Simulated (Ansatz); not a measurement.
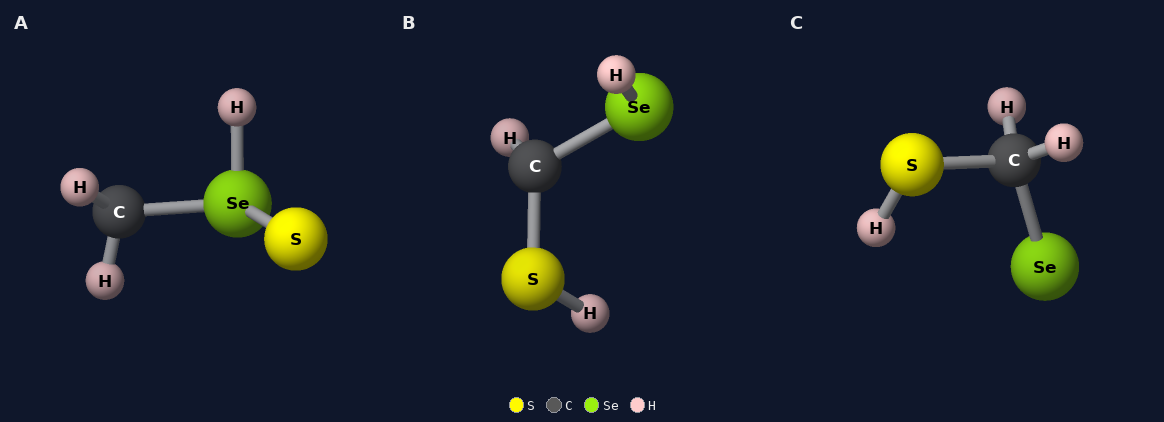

3 stationary structures of one formula. The species has charge −1 and is a spin singlet. Geometries: PBE-D4/def2-SVPD. Electronic energies: PBE-D4/def2-SVPD (Ansatz 0.2.0), without zero-point energy. No frequency run is at hand to confirm each as a minimum.

**Rank them by energy, lowest first.**

C is lowest (C1); B lies 39.6 kcal/mol above it (C1), A lies 41.0 kcal/mol above it (C1).
